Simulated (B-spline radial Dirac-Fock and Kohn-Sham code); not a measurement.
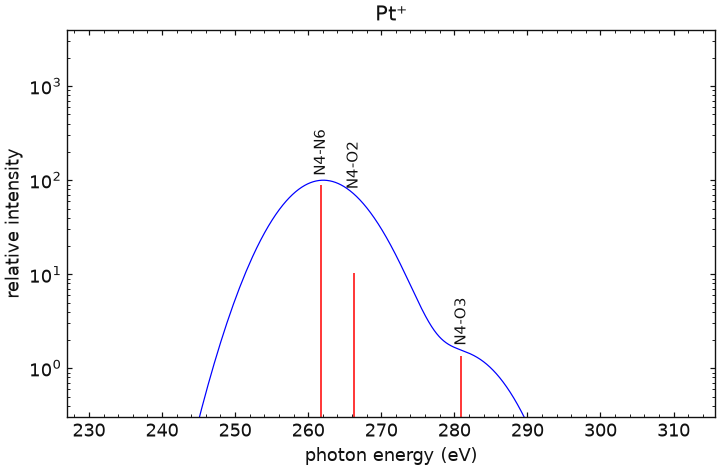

Fig. 1. X-ray emission lines that fill an N4 (4d3/2) hole, broadened by a Gaussian of 12 eV full width, on a logarithmic intensity axis. Multiplet splitting by the open shell is left out. It refers to Pt⁺ ([Xe] 4f14 5d9), inside a Watson sphere of charge −1 and radius 2.4 Å that stands in for a crystal. Method: independent-particle rates on relativistic LDA orbitals of the hole state (multipoles to L = 3), energies from Dirac–Fock ΔSCF (computed with a radial B-spline solver). Widths ruled by Coster–Kronig decay come out up to twice the measured ones in this model.

What can be read from it?

The strongest line is N4-N6 at 261.7 eV with 88.5 % of the photons, then N4-O2 at 266.2 eV (10 %), N4-O3 at 281.0 eV (1.3 %). The hole has a width of 7.70 eV and a fluorescence yield of 2.25 × 10⁻⁴.
